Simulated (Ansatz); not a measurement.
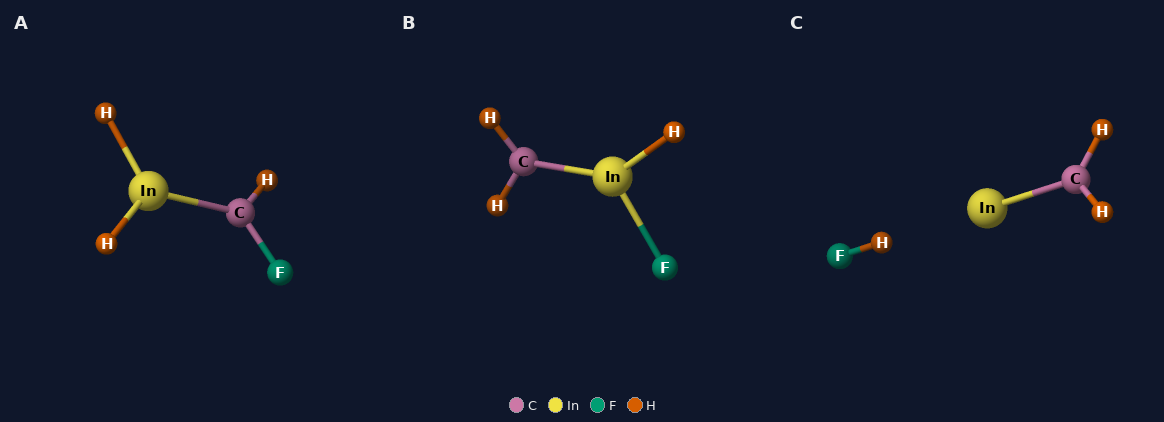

3 stationary structures of one formula. State: charge −1, singlet. Geometries: PBE0-D4/def2-TZVPD. Electronic energies: RHF-CCSD(T) (frozen core)/def2-TZVPPD (Ansatz 0.2.0), without zero-point energy. No frequency run is at hand to confirm each as a minimum.

**Rank them by energy, lowest first.**

B is lowest; C lies 57.4 kJ/mol above it, A lies 198.9 kJ/mol above it (Cs).
